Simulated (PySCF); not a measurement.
# Si2H6SO (SMILES O[SiH]([SiH3])S): levels of theory compared

We compute a comparison of 6 runs (HF/STO-3G, HF/def2-SVP, B3LYP/6-31G*, B2PLYP/6-31G**, PBE0/def2-SVP, TPSS/cc-pVTZ) of Si2H6SO. 

The calculation is run with PySCF 2.14.0.

## Step 1: The structure to begin with

Si2H6SO: 10 atoms, total charge 0, spin state singlet. SMILES: `O[SiH]([SiH3])S`. The shape is that of a PBE0-D4/def2-TZVP optimisation. This is one conformer, not always the lowest.

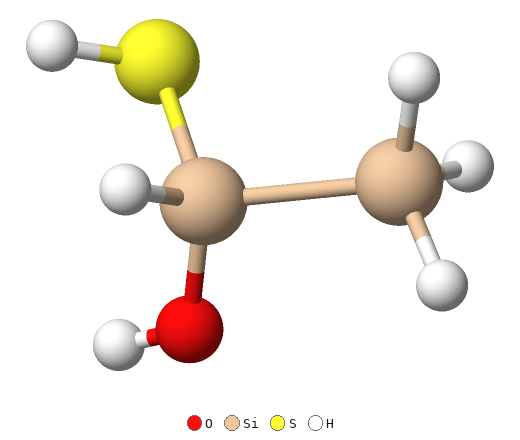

The structure, seen from a chosen angle (oxygen red, silicon light orange, sulfur yellow, hydrogen white).

## Step 2: Energy and gradient at HF/STO-3G (run 1)

Contents of calc.py:

```python
import pyscf.grad
from pyscf import gto, scf

mol = gto.Mole()
mol.atom = '''
O     -1.821700     0.570100    -0.189300
Si    -0.179000     0.598200    -0.069100
Si     0.444300    -1.442400     0.879900
S      0.791300     0.773600    -1.977400
H     -2.238300     1.234200    -0.742300
H      0.281400     1.776400     0.716500
H      1.884200    -1.384100     1.246600
H      0.239200    -2.533200    -0.109900
H     -0.357700    -1.730900     2.098200
H      1.039500     2.086900    -1.850200
'''
mol.max_memory = 1860
mol.basis = 'sto-3g'
mol.verbose = 3
mol.build()

mf = scf.RHF(mol)
mf.conv_tol = 1e-10
mf.kernel()
if not mf.converged:
    mf = mf.newton().run(mf.mo_coeff, mf.mo_occ)

e_final = mf.e_tot
print(f'total energy: {e_final:.8f} hartree')
grad = mf.Gradients().kernel()
dip = mf.dip_moment()
pop, q = mf.mulliken_pop()
```

Launch:

```sh
$ OMP_NUM_THREADS=1 python calc.py
```

What it wrote:

```text
converged SCF energy = -1041.74968478735
total energy: -1041.74968479 hartree
--------------- RHF gradients ---------------
         x                y                z
0 O     0.0147178077     0.0266527949    -0.0196049923
1 Si    -0.0436631168     0.0005865979    -0.0110629104
2 Si     0.0000579550     0.0003102699    -0.0024589704
3 S     0.0056389271    -0.0125819724    -0.0120765728
4 H     0.0016176058    -0.0237258829     0.0172104034
5 H     0.0119270584     0.0239806920     0.0136261088
6 H     0.0321604694     0.0030660853     0.0074782948
7 H    -0.0052358973    -0.0235147245    -0.0231725588
8 H    -0.0187880498    -0.0052340050     0.0267194010
9 H     0.0015672405     0.0104601448     0.0033417966
----------------------------------------------
Dipole moment(X, Y, Z, Debye):  0.04092,  1.34309,  0.51039
 ** Mulliken pop  **
pop of  0 O 1s            1.99764
pop of  0 O 2s            1.82322
pop of  0 O 2px           1.35271
pop of  0 O 2py           1.61065
pop of  0 O 2pz           1.70851
pop of  1 Si 1s           1.99964
pop of  1 Si 2s           1.98767
pop of  1 Si 3s           1.24686
pop of  1 Si 2px          1.96359
pop of  1 Si 2py          1.96593
pop of  1 Si 2pz          1.96464
pop of  1 Si 3px          0.60937
pop of  1 Si 3py          0.86594
pop of  1 Si 3pz          0.76670
pop of  2 Si 1s           1.99963
pop of  2 Si 2s           1.98767
pop of  2 Si 3s           1.25150
pop of  2 Si 2px          1.96486
pop of  2 Si 2py          1.96578
pop of  2 Si 2pz          1.96494
pop of  2 Si 3px          0.77946
pop of  2 Si 3py          0.82635
pop of  2 Si 3pz          0.78709
pop of  3 S 1s            1.99991
pop of  3 S 2s            1.99674
pop of  3 S 3s            1.87638
pop of  3 S 2px           1.99522
pop of  3 S 2py           1.98057
pop of  3 S 2pz           1.98751
pop of  3 S 3px           1.77654
pop of  3 S 3py           1.07636
pop of  3 S 3pz           1.42570
pop of  4 H 1s            0.82641
pop of  5 H 1s            1.16843
pop of  6 H 1s            1.15300
pop of  7 H 1s            1.14875
pop of  8 H 1s            1.14892
pop of  9 H 1s            1.04924
 ** Mulliken atomic charges  **
charge of    0O =     -0.49273
charge of    1Si =      0.62966
charge of    2Si =      0.47273
charge of    3S =     -0.11491
charge of    4H =      0.17359
charge of    5H =     -0.16843
charge of    6H =     -0.15300
charge of    7H =     -0.14875
charge of    8H =     -0.14892
charge of    9H =     -0.04924
```

It took 1.5 s on 1 thread of Intel Xeon 6975P-C (Granite Rapids), shared host; peak memory 0.12 GiB.

## Step 3: Energy and forces at HF/def2-SVP (run 2)

Contents of run.py:

```python
# O[SiH]([SiH3])S
from pyscf import gto

mol = gto.M(
    atom='''
O     -3.442514     1.077333    -0.357725
Si    -0.338261     1.130434    -0.130580
Si     0.839605    -2.725741     1.662770
S      1.495340     1.461892    -3.736744
H     -4.229774     2.332300    -1.402744
H      0.531769     3.356909     1.353989
H      3.560622    -2.615570     2.355733
H      0.452022    -4.787054    -0.207681
H     -0.675955    -3.270927     3.965023
H      1.964370     3.943669    -3.496371
''',
    max_memory=1860,
    charge=0,
    basis='def2-svp',
    unit='bohr',
    verbose=4,
)

mf = mol.RHF()
mf.conv_tol = 1e-10
mf.kernel()
if not mf.converged:
    mf = mf.newton().run(mf.mo_coeff, mf.mo_occ)

e_final = mf.e_tot
print('E = %.10f Eh' % e_final)
grad = mf.nuc_grad_method().kernel()
dip = mf.dip_moment()
pop, q = mf.mulliken_pop()
```

Launch:

```sh
$ OMP_NUM_THREADS=1 python run.py
```

What it wrote:

```text
PySCF version 2.14.0

[... 66 lines left out ...]
converged SCF energy = -1053.44802610263
[... 12 lines left out ...]
Dipole moment(X, Y, Z, Debye): -0.31208,  2.00085,  0.07368
[... 70 lines left out ...]
pop of  4 H 2s            0.04955
pop of  4 H 2px           0.02109
pop of  4 H 2py           0.02758
pop of  4 H 2pz           0.02455
pop of  5 H 1s            0.75023
pop of  5 H 2s            0.39080
pop of  5 H 2px           0.00125
pop of  5 H 2py           0.00662
pop of  5 H 2pz           0.00349
pop of  6 H 1s            0.73866
pop of  6 H 2s            0.38018
pop of  6 H 2px           0.00927
pop of  6 H 2py           0.00078
pop of  6 H 2pz           0.00118
pop of  7 H 1s            0.73695
pop of  7 H 2s            0.37356
pop of  7 H 2px           0.00080
pop of  7 H 2py           0.00593
pop of  7 H 2pz           0.00464
pop of  8 H 1s            0.73774
pop of  8 H 2s            0.37393
pop of  8 H 2px           0.00331
pop of  8 H 2py           0.00120
pop of  8 H 2pz           0.00685
pop of  9 H 1s            0.70777
pop of  9 H 2s            0.17469
pop of  9 H 2px           0.00752
pop of  9 H 2py           0.02065
pop of  9 H 2pz           0.00538
 ** Mulliken atomic charges  **
charge of    0O =     -0.54619
charge of    1Si =      0.74342
charge of    2Si =      0.38023
charge of    3S =     -0.35174
charge of    4H =      0.21765
charge of    5H =     -0.15238
charge of    6H =     -0.13007
charge of    7H =     -0.12187
charge of    8H =     -0.12303
charge of    9H =      0.08399
```

Run time: 5.7 s. Hardware: 1 thread of Intel Xeon 6975P-C (Granite Rapids), shared host; peak memory 0.2 GiB.

Runs 3 to 5 aren't shown in full; the table further down has their settings and results.

## Step 4: Energy and gradient at TPSS/cc-pVTZ (run 6)

Contents of job.py:

```python
import pyscf.grad
from pyscf import gto, dft

mol = gto.M(
    atom='''
O   -1.821700   0.570100  -0.189300
Si  -0.179000   0.598200  -0.069100
Si   0.444300  -1.442400   0.879900
S    0.791300   0.773600  -1.977400
H   -2.238300   1.234200  -0.742300
H    0.281400   1.776400   0.716500
H    1.884200  -1.384100   1.246600
H    0.239200  -2.533200  -0.109900
H   -0.357700  -1.730900   2.098200
H    1.039500   2.086900  -1.850200
''',
    max_memory=1860,
    verbose=3,
    basis='cc-pvtz',
)

myscf = dft.RKS(mol, xc='tpss')
myscf.conv_tol = 1e-10
myscf.grids.level = 5
myscf.kernel()
if not myscf.converged:
    myscf = myscf.newton().run(myscf.mo_coeff, myscf.mo_occ)

etot = myscf.e_tot
print(f'total energy: {etot:.8f} hartree')
grad = myscf.Gradients().kernel()
myscf.analyze()
```

Launch:

```sh
$ OMP_NUM_THREADS=1 python job.py
```

What it wrote:

```text
converged SCF energy = -1056.23323403395
[... 16 lines left out ...]
MO #7   energy= -5.71984326266905  occ= 2
[... 18 lines left out ...]
MO #26  energy= -0.316271720131799 occ= 2
[... 18 lines left out ...]
MO #45  energy= 0.203525016072591  occ= 0
[... 18 lines left out ...]
MO #64  energy= 0.502068864448804  occ= 0
[... 18 lines left out ...]
MO #83  energy= 0.887057771901928  occ= 0
[... 18 lines left out ...]
MO #102 energy= 1.26022187769402   occ= 0
[... 18 lines left out ...]
MO #121 energy= 1.66807371415411   occ= 0
[... 18 lines left out ...]
MO #140 energy= 2.43365394790294   occ= 0
[... 18 lines left out ...]
MO #159 energy= 3.41987493230039   occ= 0
[... 18 lines left out ...]
MO #178 energy= 3.94839711135758   occ= 0
[... 18 lines left out ...]
MO #197 energy= 4.5797010690064    occ= 0
[... 18 lines left out ...]
MO #216 energy= 11.1586735336689   occ= 0
[... 11 lines left out ...]
Dipole moment(X, Y, Z, Debye): -0.42938,  1.54069, -0.00328
```

Wall time 3.6 min (1 thread of Intel Xeon 6975P-C (Granite Rapids), shared host); peak memory 1.8 GiB.

## Step 5: The series

```csv
run,level,integration grid,task,energy (Eh),dipole moment (D),HOMO energy (eV),LUMO energy (eV),wall time
1,HF/STO-3G,–,gradient,-1041.749685,1.44,-7.08,10.24,1.5 s
2,HF/def2-SVP,–,gradient,-1053.448026,2.03,-10.33,3.38,5.7 s
3,B3LYP/6-31G* (spherical functions),5,gradient,-1056.058813,1.93,-7.23,-0.09,22 s
4,B2PLYP/6-31G** (spherical functions),5,energy,-1055.538205,1.95,-8.52,1.30,21 s
5,PBE0/def2-SVP,5,gradient,-1055.234320,1.92,-7.49,0.06,23 s
6,TPSS/cc-pVTZ,5,gradient,-1056.233234,1.60,-6.47,-0.88,3.6 min
```

## Step 6: Results

| quantity | value |
| --- | --- |
| run 6: total energy | -1056.23323 Eh |
| run 6: dipole moment | 1.60 D |
| run 6: HOMO energy | -6.47 eV |
| run 6: LUMO energy | -0.88 eV |
| run 6: HOMO–LUMO gap | 5.59 eV |
| run 6: largest force on an atom | 0.594 eV/Å |

In words: The dipole moment (its size) runs from 1.44 D (HF/STO-3G) to 2.03 D (HF/def2-SVP). The HOMO–LUMO gap runs from 5.59 eV (TPSS/cc-pVTZ) to 17.32 eV (HF/STO-3G). The two ends differ in method and basis. Totals of different functionals can't be ranked against each other. In run 1 the basis is minimal, so the values are rough. All runs together took 4.8 min, the longest 3.6 min.
